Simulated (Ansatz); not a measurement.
# Hf: pressure series

Take Hf (space group P6/mmm, No. 191; a = 4.919 Å, c = 3.061 Å; a cell from a computed database, its experimental status unchecked) as the base.

Cell and atoms are relaxed at each pressure.

The values are results of plane-wave PAW DFT at the PBEsol level (Ansatz, an electronic-structure program, 420 eV), no spin-orbit coupling, not measurements.

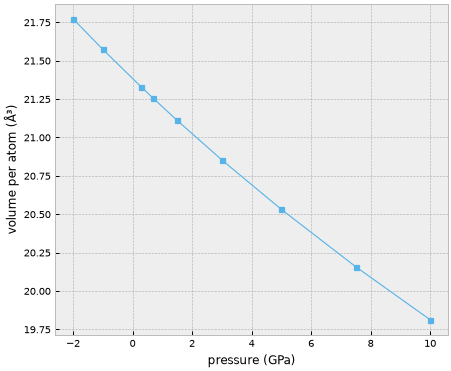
Figure. Volume against pressure

**Question.** Estimate the zero-pressure bulk modulus from the plot.

**Answer.** About 110 GPa; a third-order Birch–Murnaghan fit to the points gives V₀ = 21.38 Å³/atom, B₀ = 114 GPa and B₀′ = 3.6.

Load acts through the strain it causes; cell and atoms are relaxed under it. No phonon test of stability was made. Competing high-pressure phases were not computed. All final runs are without spin polarisation. This is not the structure that Hf has at room temperature and ambient pressure.
